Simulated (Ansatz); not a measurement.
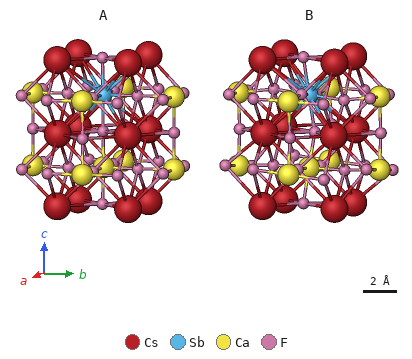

Two geometries of a defect cell of composition Cs$_{8}$Sb$_{2}$Ca$_{6}$F$_{24}$, drawn at one scale. One is the start of a relaxation, the other its converged end. A ball-and-stick model of the atoms within 5.8 Å of the atom that moves most (axes of the cell of the calculation (origin shifted)), seen from a free direction.

All numbers below come from Ansatz 0.2.0, DFT, PBEsol, PAW, plane waves. Settings: plane-wave cutoff 420 eV; k-point mesh 1 × 1 × 1; mesh shifted by (0.25, 0.25, 0.25); collinear spin; atoms relaxed in a fixed cell; force threshold 0.03 eV/Å; at most 80 steps.

### Which geometry has the lower energy?

Structure B is the relaxed one. The atoms of the start lie slightly off their symmetric places, so part of the fall in energy undoes that. After 7 geometry steps the energy has fallen by 1.786 eV per cell of the calculation. The largest force component goes from 1.2 to 0.019 eV/Å. The largest move is that of an F atom, 0.42 Å along [−3 3 −1]. Largest moves by element: F 0.42 Å, Cs 0.12 Å, Ca 0.05 Å, Sb 0.03 Å. The cell doesn't change. Near-neighbour distances that change, for instance: Cs–F 3.146 → 3.520 Å, Cs–F 3.210 → 2.879 Å, Cs–F 3.133 → 3.459 Å, Cs–F 3.185 → 2.867 Å. Among the angles between lasting bonds that change: Sb–F–Ca 177.8° → 159.4°, Sb–F–Ca 177.4° → 160.5°, Sb–F–Ca 179.6° → 163.6°. The run took 6.1 s on 1 × NVIDIA GB200 with 8 threads of Arm Neoverse-V2, peak memory 1.8 GiB.
